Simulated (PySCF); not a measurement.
```xyz
14

O    -2.5766   -1.4448    0.3182
C    -1.6123   -0.7786    0.3035
C    -0.1447   -1.1609    0.7438
C     0.2181    0.2928    0.6764
Si    1.7641    0.7493   -0.4935
F     1.2944   -0.0088   -1.8187
C    -1.1537    0.6116    0.0369
H    -0.0302   -1.7118    1.6765
H     0.2030   -1.7696   -0.0949
H     0.3807    0.7583    1.6449
H     1.6486    2.1758   -0.7232
H     2.9119    0.0557    0.0531
H    -1.7522    1.3349    0.5966
H    -1.1518    0.8956   -1.0164
```

Geometry: GFN2-xTB.

Level of theory: UKS B3LYP, pcH-1 on C F H O Si, non-relativistic, mean-field spin-orbit, GIAO in PySCF 2.14.0, density-fitted response routines.

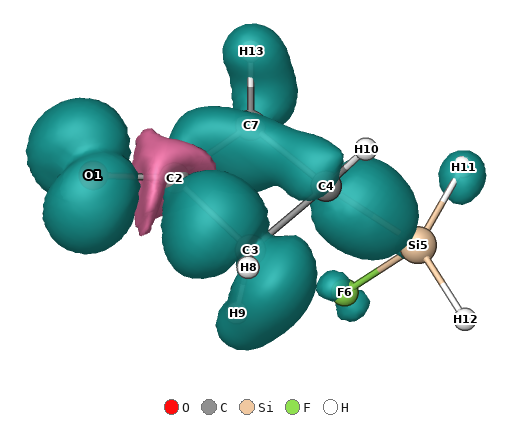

C$_{4}$H$_{7}$FOSi (SMILES [O+]=C1CC([SiH2]F)C1) (charge +1, doublet). Isosurfaces of the spin density (α minus β) at +0.015 (teal) and −0.015 e/Å³ (pink), seen at a tilt.

**Which atoms carry the spin?**

The unpaired spin (1 electron) lies mostly on O1 (about 0.4), C3 (about 0.2), C7 (about 0.1), C2 (about 0.1) and C4 (about 0.1), in electrons by Hirshfeld's partition.
